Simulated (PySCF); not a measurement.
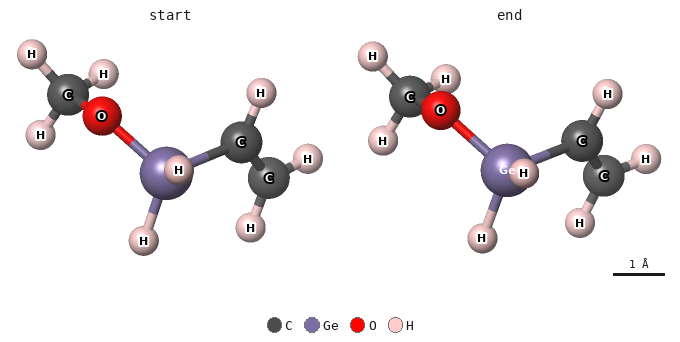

The structure of C$_{3}$H$_{8}$GeO before (left) and after (right) a relaxation, at one scale.

The picture is a ball-and-stick view, seen from a free direction.

The start comes from GFN2-xTB. Its atoms were then displaced at random by about 0.01 Å.

All numbers below come from PySCF 2.14.0, density-fitted response routines, PBE0-D3(BJ)/def2-SVP geometry optimisation, gas phase. 

### Describe what moved and what it gained.

The largest move after the best rigid fit is that of an H atom, 0.24 Å. By element the largest moves are H 0.24 Å, O 0.12 Å, C 0.11 Å, Ge 0.07 Å. Among the contacts that change: Ge–O 1.716 → 1.786 Å, Ge–H 1.491 → 1.547 Å, C–Ge 1.970 → 1.937 Å, C–H 1.077 → 1.108 Å. Bond angles that change, for instance: Ge–O–C 126.6° → 120.0°, O–Ge–H 98.3° → 103.5°, O–C–H 110.7° → 112.9°. Over 7 geometry steps the energy falls by 0.206 eV.
